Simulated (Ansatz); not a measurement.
A series of calculations on C$_{4}$H$_{9}$B

## 1. Relaxation

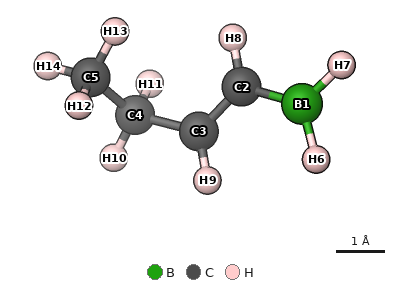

This is the input geometry for a relaxation of C₄H₉B. A ball-and-stick model, seen at a tilt.

The run prepares an end point of a later path (torsion) calculation, from a guessed geometry.

These are results of Ansatz 0.2.0, RKS PBE0/def2-SVP, not measurements.

Input
```yaml
crystal:
  periodic: [false, false, false]
  atoms:
    - { symbol: B, position_ang: [-1.1257, 2.062, 1.1929] }
    - { symbol: C, position_ang: [-0.8211, 0.6705, 0.6589] }
    - { symbol: C, position_ang: [-0.2204, 0.4938, -0.5233] }
    - { symbol: C, position_ang: [0.2158, -0.8733, -1.0226] }
    - { symbol: C, position_ang: [1.2594, -1.535, -0.2181] }
    - { symbol: H, position_ang: [-0.8917, 3.0816, 0.549] }
    - { symbol: H, position_ang: [-1.7036, 2.2362, 2.2192] }
    - { symbol: H, position_ang: [-1.0576, -0.1625, 1.2647] }
    - { symbol: H, position_ang: [0.0758, 1.364, -1.0876] }
    - { symbol: H, position_ang: [0.4769, -0.8053, -2.0528] }
    - { symbol: H, position_ang: [-0.7759, -1.525, -0.9697] }
    - { symbol: H, position_ang: [2.1879, -0.8847, -0.2086] }
    - { symbol: H, position_ang: [0.8879, -1.6414, 0.838] }
    - { symbol: H, position_ang: [1.4793, -2.5102, -0.6111] }
basis:
  gaussian: { orbitals: def2-SVP }
hamiltonian:
  xc: pbe0
relax:
  f_tol: 0.015
  max_steps: 40
```

Launched with:
```bash
ansatz run input.yaml --threads 2 --pin off --max-ram 3072MiB --backend cpu --events-out ev --progress --plain --runs-dir out
```

### What does the optimiser find from here?

The largest move after the best rigid fit is that of H8, 0.93 Å. By element the largest moves are H 0.93 Å, C 0.35 Å, B 0.20 Å. Near-neighbour distances that change, for instance: C4–H11 1.188 → 1.102 Å, C4–C5 1.475 → 1.528 Å, C2–H8 1.057 → 1.099 Å, C4–H10 1.065 → 1.106 Å. Bond angles that change, for instance: C3–C4–H11 103.8° → 109.9°, C2–C3–C4 122.6° → 126.8°, H6–B1–H7 115.0° → 118.9°. Groups turn about C3–C4 by about 50°. The energy falls by 0.419 eV in 13 accepted moves (14 points after the start). The largest force component goes from 3.8 to 0.0084 eV/Å. The line search rejected the trial step at point 11 of the run.

History of the run:

```
step  E − E(0), eV  largest force component, eV/Å      note
   0        0.0000                         3.8355          
   1       -0.2173                         1.1390          
   2       -0.3258                         0.3909          
   3       -0.3367                         0.1929          
   4       -0.3490                         0.1503          
   5       -0.3709                         0.1107          
   6       -0.3806                         0.2823          
   7       -0.3901                         0.1770          
   8       -0.4058                         0.2040          
   9       -0.4145                         0.0609          
  10       -0.4165                         0.1335          
  11       -0.4147                         0.1512  rejected
  12       -0.4187                         0.0349          
  13       -0.4189                         0.0385          
  14       -0.4190                         0.0084
```

Final geometry:

```xyz
14

B    -1.2624    2.1944    1.1336
C    -1.1510    0.7589    0.6047
C    -0.1334    0.3906   -0.2072
C     0.1016   -0.9628   -0.7870
C     1.4734   -1.5315   -0.4281
H    -0.4223    3.0083    0.8139
H    -2.1640    2.5400    1.8636
H    -1.8881   -0.0120    0.8682
H     0.6131    1.1546   -0.4703
H     0.0282   -0.8796   -1.8878
H    -0.6983   -1.6512   -0.4697
H     2.2843   -0.8640   -0.7598
H     1.5756   -1.6644    0.6597
H     1.6302   -2.5104   -0.9049
```

After the run, drawn alike:

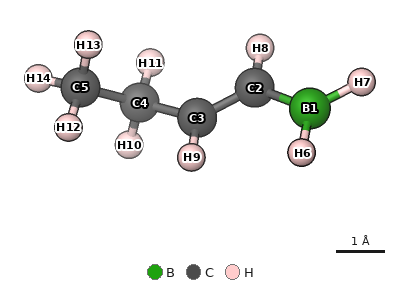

## 2. Relaxation

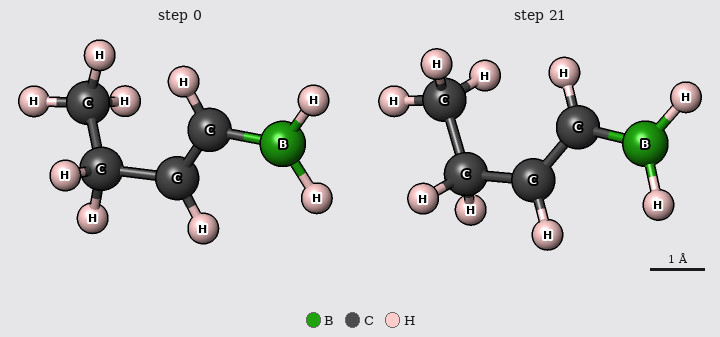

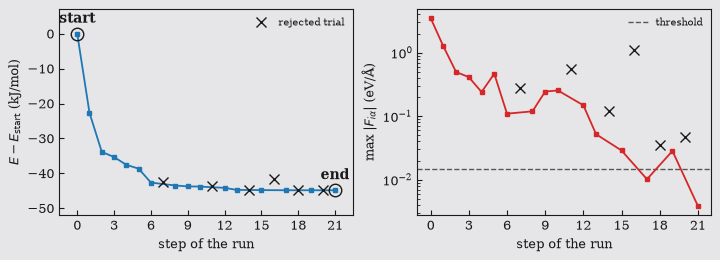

First and last geometry of a relaxation of C$_{4}$H$_{9}$B, with the history of the run. Style: ball-and-stick. Shown at a tilt.

The run prepares an end point of a later path (torsion) calculation, from a guessed geometry.

Level of theory: RKS PBE0/def2-SVP in Ansatz. (no spin polarisation; force threshold 0.015 eV/Å; at most 40 steps)

Question: What do the curves and the structures tell?

Answer: It converged. An H atom moves most after the best rigid fit: 0.89 Å. Largest moves by element: H 0.89 Å, C 0.30 Å, B 0.06 Å. Near-neighbour distances that change, for instance: C–H 1.188 → 1.107 Å, C–C 1.475 → 1.518 Å, C–H 1.065 → 1.107 Å, C–H 1.134 → 1.101 Å. Bond angles that change, for instance: C–C–C 122.6° → 127.8°, H–B–H 115.0° → 118.9°, C–C–H 118.4° → 114.8°. Groups turn about C–C by about 50°. After 15 accepted moves (21 points after the start) the energy has fallen by 44.9 kJ/mol. The largest force component goes from 3.5 to 0.0039 eV/Å. The line search rejected the trial steps at points 7, 11, 14, 16, 18, 20 of the run. The forces were under the threshold at step 17, but the run went on from there.

## 3. Path

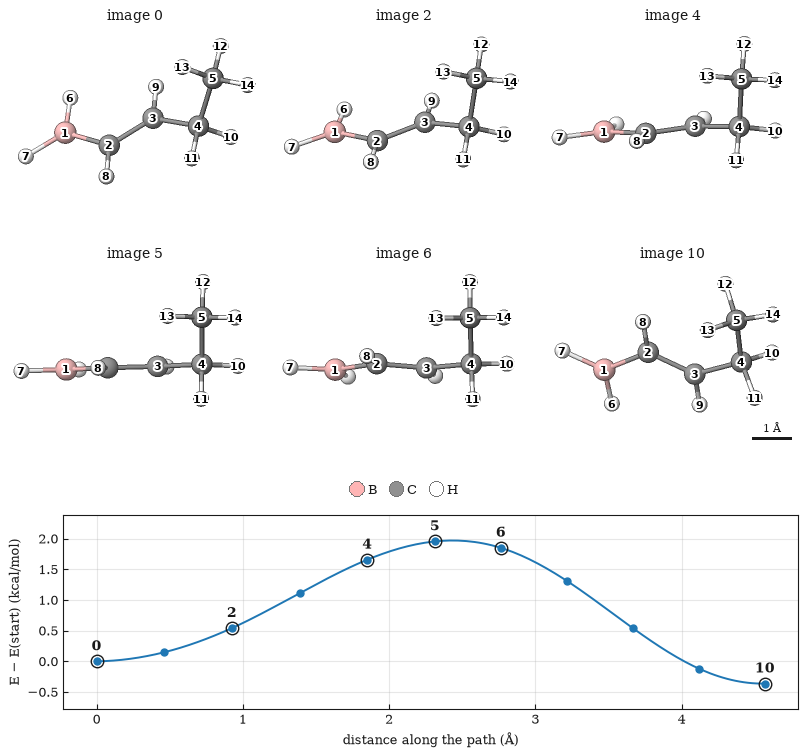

A nudged-elastic-band calculation for C4H9B. Images are numbered from 0 (start) to 10 (end). The picture is a ball-and-stick view, seen at a tilt.

The calculation used RKS PBE0/def2-SVP in Ansatz 0.2.0.

Input
```yaml
crystal:
  periodic: [false, false, false]
  atoms:
    - { symbol: B, position_ang: [-1.262621, 2.192765, 1.136398] }
    - { symbol: C, position_ang: [-1.149519, 0.756168, 0.61082] }
    - { symbol: C, position_ang: [-0.136406, 0.389442, -0.207339] }
    - { symbol: C, position_ang: [0.099575, -0.964649, -0.785002] }
    - { symbol: C, position_ang: [1.476163, -1.527066, -0.434366] }
    - { symbol: H, position_ang: [-0.42807, 3.008969, 0.808305] }
    - { symbol: H, position_ang: [-2.160286, 2.537025, 1.871965] }
    - { symbol: H, position_ang: [-1.881719, -0.01677, 0.881816] }
    - { symbol: H, position_ang: [0.605215, 1.155564, -0.477973] }
    - { symbol: H, position_ang: [0.017938, -0.88493, -1.885412] }
    - { symbol: H, position_ang: [-0.695291, -1.655183, -0.459973] }
    - { symbol: H, position_ang: [2.28206, -0.857447, -0.773841] }
    - { symbol: H, position_ang: [1.586711, -1.656477, 0.65305] }
    - { symbol: H, position_ang: [1.633251, -2.506712, -0.909548] }
basis:
  gaussian: { orbitals: def2-SVP }
hamiltonian:
  xc: pbe0
neb:
  order_check: false
  images: 9
  f_tol: 0.05
  max_iterations: 60
  initial_path: idpp
  final_atoms:
    - { symbol: B, position_ang: [-1.18752975, 2.0908956, 1.16868057] }
    - { symbol: C, position_ang: [-0.40016282, 0.83920329, 0.76445588] }
    - { symbol: C, position_ang: [-0.4195102, 0.39417185, -0.51357203] }
    - { symbol: C, position_ang: [0.28281956, -0.7943192, -1.07989096] }
    - { symbol: C, position_ang: [1.11718134, -1.61786912, -0.11602683] }
    - { symbol: H, position_ang: [-1.83510786, 2.67938962, 0.3287755] }
    - { symbol: H, position_ang: [-1.18197817, 2.51201521, 2.30390591] }
    - { symbol: H, position_ang: [0.19550596, 0.27912485, 1.49565206] }
    - { symbol: H, position_ang: [-1.01941551, 0.9633845, -1.23736869] }
    - { symbol: H, position_ang: [0.90550576, -0.43855609, -1.92299503] }
    - { symbol: H, position_ang: [-0.48162593, -1.42847243, -1.5681715] }
    - { symbol: H, position_ang: [1.91881469, -1.01630924, 0.33941422] }
    - { symbol: H, position_ang: [0.50286537, -2.02714581, 0.7007056] }
    - { symbol: H, position_ang: [1.58963855, -2.46481402, -0.63466469] }
```

Launched with:
```bash
ansatz run input.yaml --threads 2 --pin off --max-ram 3072MiB --backend cpu --events-out ev --progress --plain --runs-dir out
```

Q: What happens along the path, and what is the barrier?

A: Forward barrier 1.96 kcal/mol, backward barrier 2.32 kcal/mol, with image 5 at the top; the reaction energy is −0.36 kcal/mol. The motion is a rotation about the C3–C4 bond by about 125°. No bond forms or breaks between the ends. The band converged in 5 iterations. The largest component of the band force went from 1.5 to 0.034 eV/Å. The climbing image converged on the top of the path. Its vibrational analysis gives one imaginary mode (117i cm⁻¹), as a transition state must have.

The run took 2.8 min on 2 threads of Arm Neoverse V1, with other jobs on the host, peak memory 0.26 GiB.
